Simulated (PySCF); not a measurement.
# GaH3 (SMILES [H][Ga]([H])[H]) at MP2/LANL2DZ (core potential)

Aim: the vertical singlet–triplet gap of GaH3 at MP2/LANL2DZ (core potential), from 2 runs. The job is set up through a Python script.

The results are computed with PySCF 2.14.0.

9 further runs of the same task are left out: 9 set aside as unsound or not needed.

## Step 1: The structure to begin with

GaH3 has 4 atoms, charge 0, and is taken as a singlet. SMILES: `[H][Ga]([H])[H]`. Geometry: a GFN2-xTB relaxation, a rough one for these elements and not checked as a minimum.

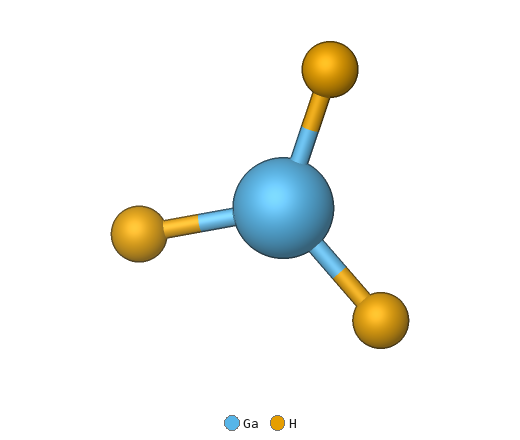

Viewed from a chosen angle; gallium blue, hydrogen amber.

## Step 2: A single-point energy at MP2/LANL2DZ (core potential)

Contents of job.py:

```python
from pyscf import gto, scf, mp

mol = gto.Mole()
mol.atom = '''
Ga    -0.000160     0.000060     0.001280
H      1.566090    -0.029140     0.013370
H     -0.757820     1.371010    -0.018620
H     -0.808110    -1.341930     0.003970
'''
mol.basis = 'lanl2dz'
mol.charge = 0
mol.ecp = {'Ga': 'lanl2dz'}
mol.max_memory = 1860
mol.spin = 0
mol.verbose = 3
mol.build()

mf = scf.RHF(mol)
mf.conv_tol = 1e-10
mf.kernel()
if not mf.converged:
    mf = mf.newton().run(mf.mo_coeff, mf.mo_occ)

pt = mp.MP2(mf).run()
etot = pt.e_tot
print('E(%s) = %.9f' % ('MP2', etot))
```

The run is started by

```sh
$ OMP_NUM_THREADS=1 python job.py
```

The log of the run:

```text
converged SCF energy = -3.67031302906024
E(RMP2) = -3.71049131981702  E_corr = -0.0401782907567817
E(SCS-RMP2) = -3.71735843180638  E_corr = -0.0470454027461425
E(MP2) = -3.710491320
```

Wall time 0.89 s (1 thread of Arm Neoverse V1, shared host); peak memory 0.12 GiB.

## Step 3: The triplet, same level

Contents of calc.py:

```python
from pyscf import gto, scf, mp

mol = gto.M(
    atom=[
    ('Ga', (-0.000160, 0.000060, 0.001280)),
    ('H', (1.566090, -0.029140, 0.013370)),
    ('H', (-0.757820, 1.371010, -0.018620)),
    ('H', (-0.808110, -1.341930, 0.003970)),
],
    max_memory=1860,
    ecp={'Ga': 'lanl2dz'},
    basis='lanl2dz',
    spin=2,
    verbose=3,
)

calc0 = scf.UHF(mol)
calc0.conv_tol = 1e-10
calc0.kernel()
if not calc0.converged:
    calc0 = calc0.newton().run(calc0.mo_coeff, calc0.mo_occ)

pt = mp.MP2(calc0).run()
e_final = pt.e_tot
print('E = %.10f Eh' % e_final)
```

The run is started by

```sh
$ OMP_NUM_THREADS=1 python calc.py
```

The log of the run:

```text
WARN: HOMO 0.0747734350869195 >= LUMO -0.239834138819774

converged SCF energy = -3.48340834454135  <S^2> = 2.0051095  2S+1 = 3.0034044
E(UMP2) = -3.51892990870716  E_corr = -0.0355215641658042
E(SCS-UMP2) = -3.5247164890928  E_corr = -0.0413081445514477
E = -3.5189299087 Eh
```

Run time: 0.81 s. Hardware: 1 thread of Arm Neoverse V1, shared host; peak memory 0.12 GiB.

## Step 4: Summary of results

Level: MP2/LANL2DZ (core potential).

| quantity | value |
| --- | --- |
| singlet: total energy | -3.71049 Eh |
| singlet: dipole moment (Hartree–Fock density) | 0.01 D |
| singlet: HOMO energy (Hartree–Fock orbitals) | -11.71 eV |
| singlet: LUMO energy (Hartree–Fock orbitals) | 0.78 eV |
| singlet: HOMO–LUMO gap (Hartree–Fock orbitals) | 12.49 eV |
| singlet: correlation energy | -40.2 mEh |
| triplet: total energy | -3.51893 Eh |
| triplet: dipole moment (Hartree–Fock density) | 2.60 D |
| triplet: HOMO energy (Hartree–Fock orbitals) (highest over α and β) | -6.03 eV |
| triplet: LUMO energy (Hartree–Fock orbitals) (lowest over α and β) | -3.51 eV |
| triplet: correlation energy | -35.5 mEh |
| triplet: ⟨S²⟩ of the reference determinant | 2.005 |
| vertical energy of the triplet above the singlet | 5.213 eV |

At this shape the triplet lies 5.21 eV (120 kcal/mol) above the singlet. Mulliken charges (triplet) of the mean-field density run from -0.06 on H3 to +0.15 on H2.
